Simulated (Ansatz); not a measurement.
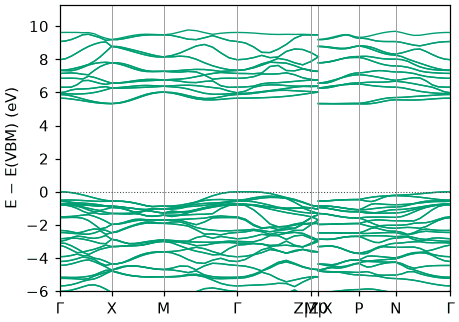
Band structure from PBE with spin–orbit coupling (plane waves, PAW; program Ansatz)

The gap is 5.30 eV; an edge lies off the plotted path or next to a special point (maximum on the Γ–Z line, 14 % of the way from Γ, minimum off the standard path).

The material is HfSiO$_{4}$ in space group I4_1/amd (No. 141; Hf on 4a, Si on 4b, O on 16h).

Symmetry was held in the PBE relaxation. No spin polarisation was allowed.

Potentials: the earlier of the program's two PAW sets.
